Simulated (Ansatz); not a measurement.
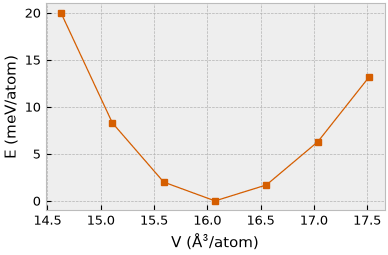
Figure: Rb₂NaPdF₆ in space group I4/mmm (No. 139; Pearson symbol tI20) under volume change, the program Ansatz at the HSE06 level (PAW), shape and atoms relaxed at each volume.

### Question
What does a third-order Birch–Murnaghan fit give for V₀, B₀ and B′?

### Answer
V₀ = 16.08 Å³/atom, B₀ = 39.8 GPa, B′ = 5.6.

The workflow started from a Materials Project entry (that database holds measured and hypothetical structures alike); the Crystallography Open Database copy checked does not list it. Whether it is the stable phase at ambient conditions was not checked. The HSE06 relaxation kept the symmetry of its start; whether a distortion lowers the energy is not shown. Magnetic state: ferromagnetic, chosen from 4 collinear starts compared on coarse meshes with r²SCAN (ties went to the first, and starts can fall back to one state), not a proven ground state. Other orbital occupations within this spin state were not tried.

Potentials: the later of the program's two PAW sets.
